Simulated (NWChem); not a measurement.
# SnSiH3ClF2 (SMILES [F][Sn]([F])([SiH3])[Cl]) at 4 levels

Aim: a comparison of 4 runs (HF/STO-3G, HF/3-21G, CAM-B3LYP/def2-SVP, MP2/3-21G) of SnSiH3ClF2. 

The calculation is run with NWChem 7.3.0.

### 1 The molecule

SnSiH3ClF2: 8 atoms, total charge 0, spin state singlet. SMILES: `[F][Sn]([F])([SiH3])[Cl]`. Geometry: relaxed at PBE0-D4/def2-TZVP.

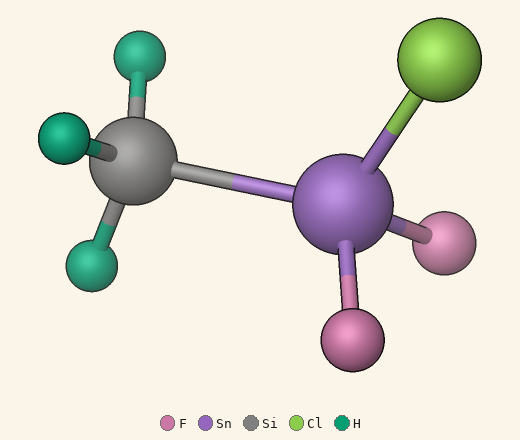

The structure, seen from a chosen angle (fluorine pink, tin purple, silicon grey, chlorine green, hydrogen teal).

### 2 Energy and gradient at HF/STO-3G (run 1)

The input, m1.nw:

```
start m1
title "ClF2H3SiSn gradient"
memory 2200 mb
charge 0
geometry units atomic noautosym nocenter noautoz
  F    3.30834353   0.40270064  -3.55873224
  Sn   1.64311687   1.27669897  -0.48471475
  F    4.32312646   1.12438704   1.91958380
  Si  -1.99611771  -1.73420166   0.58827174
  Cl   0.70146634   5.50949652  -0.86776224
  H   -0.91217080  -4.30989837   0.70108839
  H   -3.01373522  -0.90706854   3.05833276
  H   -3.87979671  -1.46982898  -1.46189213
end
basis spherical bse
  * library STO-3G
end
scf
  thresh 1e-08
  maxiter 80
  print low
end
task scf gradient
```

On the command line:

```sh
$ nwchem m1.nw > m1.out
```

The log of the run:

```text
[...]
  functions       =    58
[...]
  wavefunction    = RHF
[...]
         Total SCF energy =  -6901.417690987523
      One-electron energy = -11091.835568365937
      Two-electron energy =   3420.172662949304
 Nuclear repulsion energy =    770.245214429110
        Time for solution =      7.6s
[...]
                         RHF ENERGY GRADIENTS
    atom               coordinates                        gradient
                 x          y          z           x          y          z
   1 F       3.308344   0.402701  -3.558732    0.007391  -0.005442  -0.012641
   2 Sn      1.643117   1.276699  -0.484715   -0.014706   0.020657  -0.000032
   3 F       4.323126   1.124387   1.919584    0.011593  -0.002444   0.010166
   4 Si     -1.996118  -1.734202   0.588272   -0.000254  -0.007706   0.001112
   5 Cl      0.701466   5.509497  -0.867762    0.002105  -0.001740  -0.000157
   6 H      -0.912171  -4.309898   0.701088    0.016528  -0.026049   0.000066
   7 H      -3.013735  -0.907069   3.058333   -0.006324   0.014607   0.026912
   8 H      -3.879797  -1.469829  -1.461892   -0.016332   0.008117  -0.025426
 Task  times  cpu:       11.9s     wall:       11.9s
 Total times  cpu:       11.9s     wall:       11.9s
```

Run time: 13 s. Hardware: 1 thread of Intel Xeon Platinum 8488C (Sapphire Rapids), shared host; peak memory 0.1 GiB.

### 3 Energy and gradient at HF/3-21G (run 2)

The input, a.nw:

```
start a
memory total 2200 mb
geometry noautosym nocenter noautoz
F     1.750700    0.213100   -1.883200
Sn    0.869500    0.675600   -0.256500
F     2.287700    0.595000    1.015800
Si   -1.056300   -0.917700    0.311300
Cl    0.371200    2.915500   -0.459200
H    -0.482700   -2.280700    0.371000
H    -1.594800   -0.480000    1.618400
H    -2.053100   -0.777800   -0.773600
end
basis spherical bse
* library 3-21G
end
scf
nopen 0
rhf
thresh 1e-08
maxiter 80
end
task scf gradient
```

On the command line:

```sh
$ nwchem a.nw > a.out
```

The log of the run:

```text
[...]
  functions       =    81
[...]
  wavefunction    = RHF
[...]
         Total SCF energy =  -6940.654392848804
      One-electron energy = -11119.384433495179
      Two-electron energy =   3408.484770283211
 Nuclear repulsion energy =    770.245270363164
        Time for solution =      9.9s
[...]
                         RHF ENERGY GRADIENTS
    atom               coordinates                        gradient
                 x          y          z           x          y          z
   1 F       3.308343   0.402701  -3.558732    0.004881  -0.004615  -0.014870
   2 Sn      1.643117   1.276699  -0.484715   -0.027924   0.032854   0.000821
   3 F       4.323126   1.124387   1.919584    0.009990  -0.000963   0.012847
   4 Si     -1.996118  -1.734202   0.588272    0.003672   0.000311  -0.000667
   5 Cl      0.701466   5.509496  -0.867762    0.007571  -0.028951   0.002414
   6 H      -0.912171  -4.309898   0.701088    0.000964  -0.000466  -0.000136
   7 H      -3.013735  -0.907068   3.058333    0.000636   0.001044   0.000943
   8 H      -3.879796  -1.469829  -1.461892    0.000210   0.000785  -0.001352
[...]
```

Run time: 16 s. Hardware: 1 thread of Intel Xeon Platinum 8488C (Sapphire Rapids), shared host; peak memory 0.1 GiB.

Run 3 isn't shown in full; the table further down has it.

### 4 Energy and gradient at MP2/3-21G (run 4)

The input, clf2h3sisn.xyz:

```xyz
8
ClF2H3SiSn mp2
F      1.750700     0.213100    -1.883200
Sn     0.869500     0.675600    -0.256500
F      2.287700     0.595000     1.015800
Si    -1.056300    -0.917700     0.311300
Cl     0.371200     2.915500    -0.459200
H     -0.482700    -2.280700     0.371000
H     -1.594800    -0.480000     1.618400
H     -2.053100    -0.777800    -0.773600
```

The input, run.py:

```python
from ase.io import read
from ase.calculators.nwchem import NWChem

molecule = read('clf2h3sisn.xyz')

calc = NWChem(
    label='clf2h3sisn',
    theory='mp2',
    memory='2200 mb',
    basis='3-21G',
    basispar='spherical bse',
    scf={'nopen': '0', 'rhf': None, 'thresh': '1e-08', 'maxiter': '80'},
    mp2={'freeze': 'core 30', 'tight': None},
)
molecule.calc = calc

forces = molecule.get_forces()
print(f"energy = {molecule.get_potential_energy():.6f} eV")
print("forces (eV/A):")
for s, f in zip(molecule.symbols, forces):
    print(f"{s:2s} {f[0]:10.5f} {f[1]:10.5f} {f[2]:10.5f}")
```

On the command line:

```sh
$ export ASE_NWCHEM_COMMAND="nwchem PREFIX.nwi > PREFIX.nwo"
$ python run.py
```

The log of the run:

```text
energy = -188875.363714 eV
forces (eV/A):
F     0.06747    0.05914    0.20708
Sn    0.75380   -1.78167    0.09631
F    -0.01147    0.00216   -0.22554
Si   -0.00751    0.16537   -0.02304
Cl   -0.50018    1.80203   -0.14480
H     0.03245   -0.22554    0.02232
H    -0.13869    0.00828    0.18167
H    -0.19587   -0.02982   -0.11395
```

The calculator wrote clf2h3sisn.nwi:

```
title "clf2h3sisn"

permanent_dir clf2h3sisn

scratch_dir clf2h3sisn

start clf2h3sisn

geometry units angstrom nocenter noautosym noautoz
  F  1.7506999999999999e+00 2.1310000000000001e-01 -1.8832000000000000e+00
  Sn 8.6950000000000005e-01 6.7559999999999998e-01 -2.5650000000000001e-01
  F  2.2877000000000001e+00 5.9499999999999997e-01 1.0158000000000000e+00
  Si -1.0563000000000000e+00 -9.1769999999999996e-01 3.1130000000000002e-01
  Cl 3.7119999999999997e-01 2.9155000000000002e+00 -4.5920000000000000e-01
  H  -4.8270000000000002e-01 -2.2806999999999999e+00 3.7100000000000000e-01
  H  -1.5948000000000000e+00 -4.7999999999999998e-01 1.6184000000000001e+00
  H  -2.0531000000000001e+00 -7.7780000000000005e-01 -7.7359999999999995e-01
end

memory 2200 mb

basis spherical bse noprint
   * library 3-21G
end

scf
  nopen 0
  rhf
  thresh 1e-08
  maxiter 80
end
mp2
  freeze core 30
  tight
end

task mp2 gradient
```

clf2h3sisn.nwo:

```text
Northwest Computational Chemistry Package (NWChem) 7.3.0
             --------------------------------------------------------

           Job information
           ---------------

    nwchem branch   = 7.3.0
    use scalapack   = T
    input           = clf2h3sisn.nwi
    prefix          = clf2h3sisn.
    data base       = clf2h3sisn/clf2h3sisn.db
    status          = startup
    nproc           =        1

           Memory information
           ------------------

    heap     =     72089600 doubles =      550.0 Mbytes
    stack    =     72089597 doubles =      550.0 Mbytes
    global   =    144179200 doubles =     1100.0 Mbytes (distinct from heap & stack)
    total    =    288358397 doubles =     2200.0 Mbytes
    verify   = yes
    hardfail = no

           Directory information
           ---------------------

  0 permanent = clf2h3sisn
  0 scratch   = clf2h3sisn

                                NWChem Input Module
                                -------------------

[... 30 lines left out ...]
            Nuclear Dipole moment (a.u.)
[... 90 lines left out ...]
 1-e energy   =  -11123.234977
[... 7 lines left out ...]
         Quadratically convergent ROHF
[... 3 lines left out ...]
 Final Fock-matrix accuracy:          1.000E-10
[... 14 lines left out ...]
         Total SCF energy =  -6940.654392847749
[... 1 line left out ...]
      Two-electron energy =   3408.484770278116
[... 4 lines left out ...]
             Final eigenvalues
[... 412 lines left out ...]
 CPHF converged to   5.5D-07 in   10 iters
[... 11 lines left out ...]
 MP2 RHF      natural orbital occupation numbers
[... 66 lines left out ...]
   65    0.0062
   66    0.0060
   67    0.0060
   68    0.0036
   69    0.0036
   70    0.0029
   71    0.0021
   72    0.0020
   73    0.0017
   74    0.0013
   75    0.0009
   76    0.0009
   77    0.0005
   78    0.0003
   79    0.0001
   80   -0.0000
   81   -0.0001

  MP2 natural orbitals output to clf2h3sisn/clf2h3sisn.mp2nos

                         mp2 ENERGY GRADIENTS

    atom               coordinates                        gradient
                 x          y          z           x          y          z
   1 F       3.308343   0.402701  -3.558732   -0.001312  -0.001150  -0.004027
   2 Sn      1.643117   1.276699  -0.484715   -0.014659   0.034648  -0.001873
   3 F       4.323126   1.124387   1.919584    0.000223  -0.000042   0.004386
[... 4 lines of this table left out ...]
   8 H      -3.879796  -1.469829  -1.461892    0.003809   0.000580   0.002216

                 ----------------------------------------
                 |  Time  |  1-e(secs)   |  2-e(secs)   |
                 ----------------------------------------
                 |  CPU   |       0.01   |       4.95   |
                 ----------------------------------------
                 |  WALL  |       0.01   |       4.95   |
                 ----------------------------------------
 -----------------------
 Task  times  cpu:       27.0s     wall:       27.0s
 Total times  cpu:       27.0s     wall:       27.0s
```

It took 28 s on 1 thread of Intel Xeon Platinum 8488C (Sapphire Rapids), shared host; peak memory 0.22 GiB.

### 5 All runs side by side

| run | level | iteration cap | module | energy (Eh) | largest force (eV/Å) | wall time |
| --- | --- | --- | --- | --- | --- | --- |
| 1 | HF/STO-3G | 80 | scf | -6901.417691 | 1.609 | 13 s |
| 2 | HF/3-21G | 80 | scf | -6940.654393 | 2.218 | 16 s |
| 3 | CAM-B3LYP/def2-SVP (core potential) | 100 | dft | -1165.132348 | 0.576 | 75 s |
| 4 | MP2/3-21G | 80 | mp2 | -6941.041649 | 1.937 | 28 s |

### 6 Outcome

```
                                                      quantity           value
                                           run 4: total energy  -6941.04165 Eh
run 4: dipole moment (of the density that the program reports)          4.59 D
                    run 4: HOMO energy (Hartree–Fock orbitals)       -11.94 eV
                    run 4: LUMO energy (Hartree–Fock orbitals)         1.56 eV
                  run 4: HOMO–LUMO gap (Hartree–Fock orbitals)        13.50 eV
           run 4: correlation energy (30 core orbitals frozen)      -387.3 mEh
                               run 4: largest force on an atom      1.937 eV/Å
```

**Reading.** Over runs 2, 3, 4 the dipole moment (its size) runs from 4.59 D (MP2/3-21G) to 5.21 D (HF/3-21G). Some runs of one species differ in core potentials or relativity; totals across that change don't compare. In run 1 the basis is minimal, so the values are rough. In runs 1, 2, 4 relativity is left out where basis or elements ask for it. All runs together took 2.2 min, the longest 75 s.
